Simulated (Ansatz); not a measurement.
## Two runs on BO₂

System: BO₂, charge −1.
Method of run 1: RKS PBE-D4/def2-TZVPPD (Ansatz 0.2.0).

The geometry comes from this level: PBE0-D4/def2-TZVPPD. Text and figures count atoms from 1; the logs count them from 0 in places.

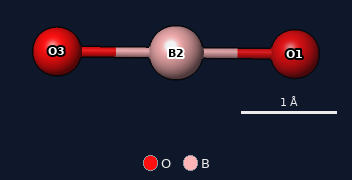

Fig. 1: The input geometry (ball-and-stick view, seen on its broad side; atoms are numbered from 1 in the order of the input).

**The input, run 1**
```yaml
crystal:
  periodic: [false, false, false]
  atoms:
    - { symbol: O, position_ang: [0.0, 0.0, -1.26099792] }
    - { symbol: B, position_ang: [0.0, 0.0, 0.0] }
    - { symbol: O, position_ang: [0.0, 0.0, 1.26099792] }
total_charge: -1
basis:
  gaussian: { orbitals: def2-TZVPPD.json }
hamiltonian:
  xc: pbe
  dispersion: d4
```

Command:
```bash
ansatz run input.yaml --threads 4 --pin off --max-ram 10240MiB --backend cpu --events-out ev --progress --plain --runs-dir out
```

Hardware: 4 threads of Arm Neoverse N1, 98 GiB of memory available, shared host.

**Output (run 1)**
```
Engine: ansatz 0.2.0, aarch64-unknown-linux-gnu
Functional definition: PBE
  parameter kappa = 0.804
  parameter beta = 0.06672455060314922
  exchange = pbe_x(kappa = kappa, mu = beta*pi^2/3)
  correlation = pbe_c(beta = beta)
533 factors; their error is unknown
mean field evaluation 1: about -4770.4257 eV, gradient 2.2e1 eV
mean field evaluation 2: about -4766.4221 eV, gradient 5.3e1 eV
mean field evaluation 4: about -4771.2846 eV, gradient 1.1e0 eV
mean field evaluation 8: about -4771.2841 eV, gradient 8.4e-4 eV
mean field -4771.28409358 eV, -175.3414563467 hartree, gradient 4.4e-6 eV, S^2 0.000000; 0 other end points of the search recorded, 0 dependent functions left out
reference -4771.28412967 eV, -175.3414576730 hartree; 11, 11 occupied and 106, 106 virtual orbitals, 533 factors
Total energy: -4771.32371126 eV, -175.3429122695 hartree
```

For run 2 the input was changed thus:
```diff
-  xc: pbe
+  xc: r2scan
```

How does run 2 compare with run 1?

The total energies belong to different methods, so their difference says nothing on which is more stable or more accurate. The functional changes from PBE to r2SCAN.

**Output (run 2)**
```
Engine: ansatz 0.2.0, aarch64-unknown-linux-gnu
Functional definition: r2SCAN
  parameter k0 = 0.174
  parameter k1 = 0.065
  parameter a1 = 4.9479
  exchange = r2scan_x(k0 = k0, k1 = k1, a1 = a1)
  correlation = r2scan_c
533 factors; their error is unknown
mean field evaluation 1: about -4773.1451 eV, gradient 2.3e1 eV
mean field evaluation 2: about -4770.3510 eV, gradient 4.7e1 eV
mean field evaluation 4: about -4774.0360 eV, gradient 6.8e-1 eV
mean field evaluation 8: about -4774.0365 eV, gradient 1.6e-3 eV
mean field -4774.03645710 eV, -175.4426038402 hartree, gradient 4.0e-5 eV, S^2 0.000000; 0 other end points of the search recorded, 0 dependent functions left out
reference -4774.03647005 eV, -175.4426043160 hartree; 11, 11 occupied and 106, 106 virtual orbitals, 533 factors
Total energy: -4774.04529274 eV, -175.4429285440 hartree
```

**The two runs side by side**

| quantity | run 1 | run 2 |
| --- | --- | --- |
| outcome | converged | converged |
| total energy (hartree) | −175.342912 | −175.442929 |
| basis functions | 117 | 117 |
| wall time (shared host) | 0.58 s | 1.3 s |
